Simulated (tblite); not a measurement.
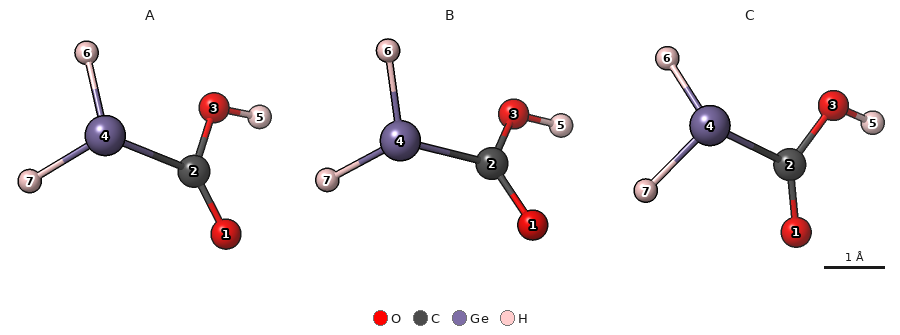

3 geometries from one relaxation of CH$_{3}$GeO$_{2}$ (multiplicity 2), in shuffled order. Style: ball-and-stick. Shown at a tilt.

Theory: tblite 0.8.0, GFN2-xTB geometry optimisation, gas phase. 

Put them in the order of the run, from the start to the converged end.

Answer. B, A, C. They are steps 0, 43, 75, at +15.7 kcal/mol, +0.79 kcal/mol relative to the last. The energy falls by 15.7 kcal/mol in 75 geometry steps. The largest move after the best rigid fit is that of O1, 0.97 Å. By element the largest moves are O 0.97 Å, H 0.82 Å, Ge 0.33 Å, C 0.17 Å. Some distances before and after: C2–Ge4 1.913 → 2.016 Å, O1–C2 1.274 → 1.198 Å, C2–O3 1.387 → 1.323 Å, O3–H5 1.002 → 0.975 Å. Bond angles that change, for instance: O3–C2–Ge4 120.5° → 110.7°, H6–Ge4–H7 109.8° → 100.6°, C2–O3–H5 121.5° → 112.5°. Groups turn about C2–Ge4 by about 75°. The run took 0.19 s on 1 thread of Arm Neoverse V2, on a shared host.
